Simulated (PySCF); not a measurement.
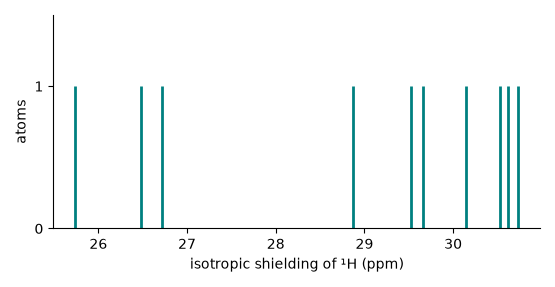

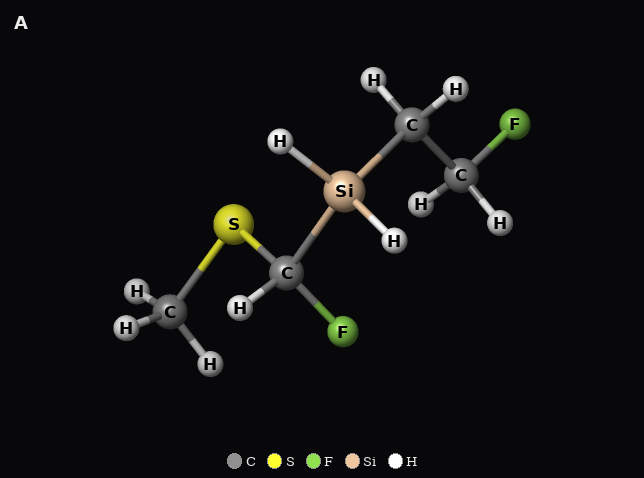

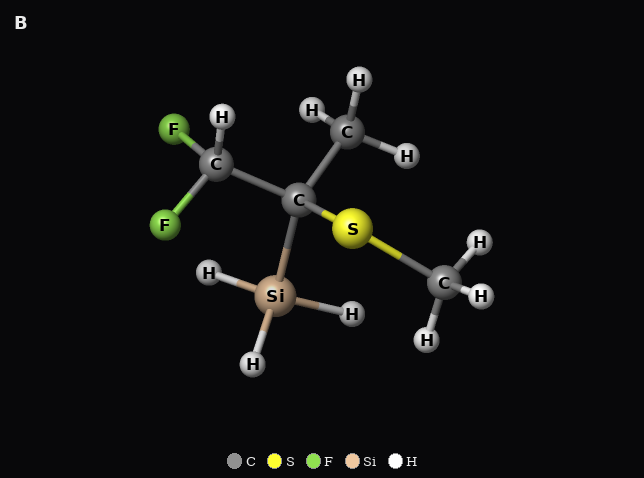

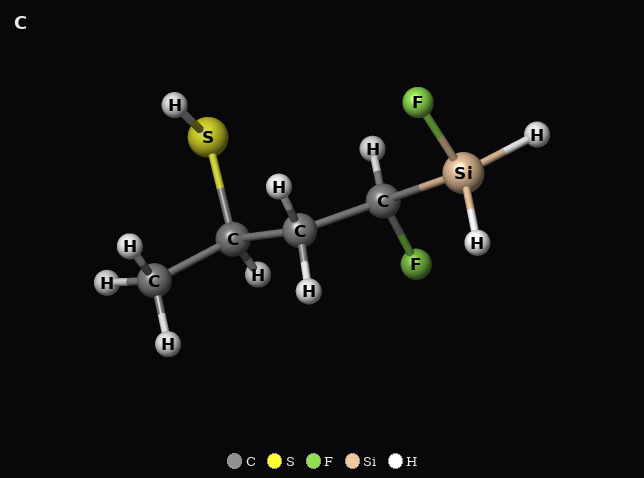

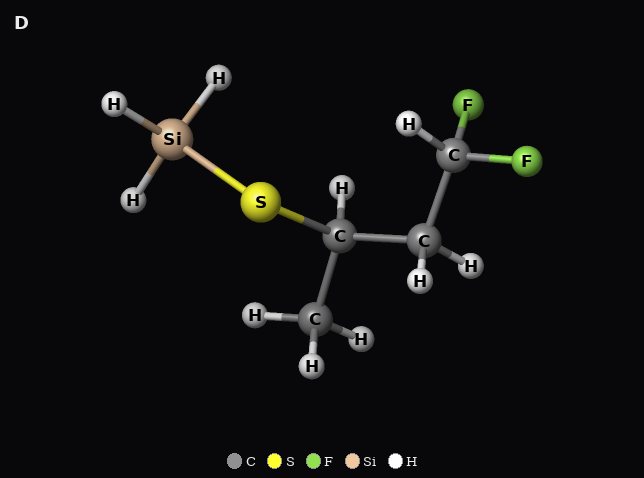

The sticks are computed shieldings of one of the molecules, for one fixed geometry (GFN2-xTB) without averaging over rotations. Low shielding means a high chemical shift. Method: GIAO PBE0/pcSseg-1 NMR shielding, non-relativistic, gas phase (PySCF 2.14.0).

Match the spectrum to a structure.

C, `C[C@@H](S)C[C@H](F)[SiH2]F`. Its 10 H atoms give lines at 25.74, 26.48, 26.72, 28.87, 29.52, 29.66, 30.14, 30.53, 30.61, 30.73 ppm.

The geometry is semi-empirical. Around Si such bond lengths and angles can be off by a tenth of an ångström or more and by several degrees, and values that hang on the shape move with them.
